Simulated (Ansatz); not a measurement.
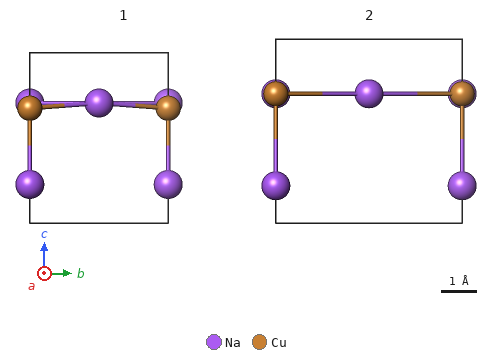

Two geometries of solid Na4Cu (a generated structure, set up in P6mm) (coarse preliminary run), drawn at one scale. One is the start of a relaxation, the other its converged end. Style: ball-and-stick. Shown: the cell of the calculation, along the a axis.

These are results of DFT PBE, scalar-relativistic, plane waves, PAW in Ansatz, not measurements. (plane-wave cutoff 420 eV; k-point mesh 6 × 6 × 4; occupations gaussian; smearing width 0.1 eV; no spin polarisation; cell and atoms relaxed; force threshold 0.04 eV/Å; at most 70 steps)

Which of the two is the end point?

Answer. Structure 2 is the relaxed one. The atom that moves furthest relative to the cell is the Cu atom (0.16 Å along +c). Largest moves by element: Cu 0.16 Å, Na 0.13 Å. The drawn cell changes as follows: a = b 4.698 → 6.327 Å (+34.7 %), c 5.013 → 5.411 Å (+7.9 %); the volume changes by +95.8 %. Among the contacts that change: Na–Na 2.349 → 3.164 Å, Cu–Na 2.354 → 3.164 Å, Cu–Na 2.242 → 2.705 Å, Cu–Na 2.771 → 2.705 Å. Among the angles between lasting bonds that change: Cu–Na–Cu 172.6° → 180.0°. The space group (tolerance 0.01 Å) goes from P6mm (No. 183) to P6/mmm (No. 191). The energy falls by 1091 meV per atom in 9 accepted moves (11 points after the start). The largest force component goes from 2 to 0.00033 eV/Å. Pressure: 27.26 GPa at the start and 0.28 GPa at the end. At 2 points the geometry stayed and the basis and grid were re-selected for the new cell (energy shift of 76.5 meV per atom at most each time).
